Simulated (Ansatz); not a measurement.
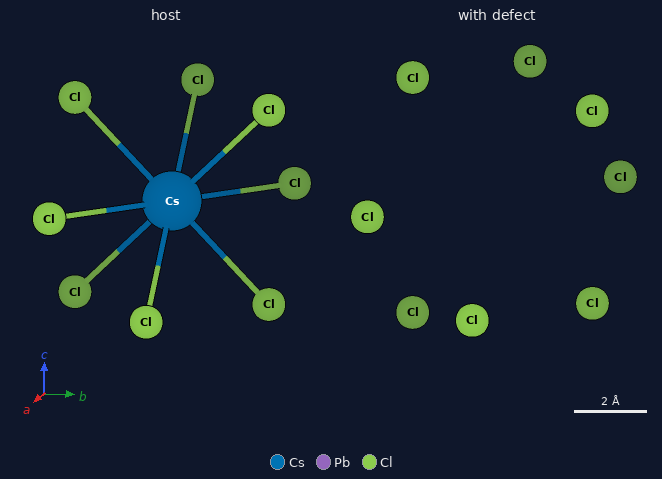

Left: perfect CsPbCl3. Right: the same region with one point defect, after relaxing the atoms in a supercell of 40 sites. Style: ball-and-stick. Shown: the atoms within 4.6 Å of one point, in a slice 5.0 Å thick across the line of sight, slightly off an axis.

Computed with DFT, PBEsol, PAW, plane waves (Ansatz). Settings: plane-wave cutoff 420 eV; k-point mesh 1 × 1 × 1; mesh shifted by (0.25, 0.25, 0.25); no spin polarisation. Fermi-Dirac smearing of 0.01 eV. A uniform background neutralises the charged cell. The axes drawn are those of the host's conventional cell.

> What kind of defect was made?

A caesium atom is taken out (a vacancy).

The charge state of the cell is −1.

> What does the relaxation do around it?

Around the empty Cs site the host had 12 Cl at 3.97 Å; after relaxation the nearest atoms are 3 Cl at 3.79 to 3.82 Å. Of the host's atoms, a chlorine atom moves furthest from its site, by 0.73 Å.

Limits of the set-up: the cell is charged, on a uniform background, and energies carry no finite-size correction.
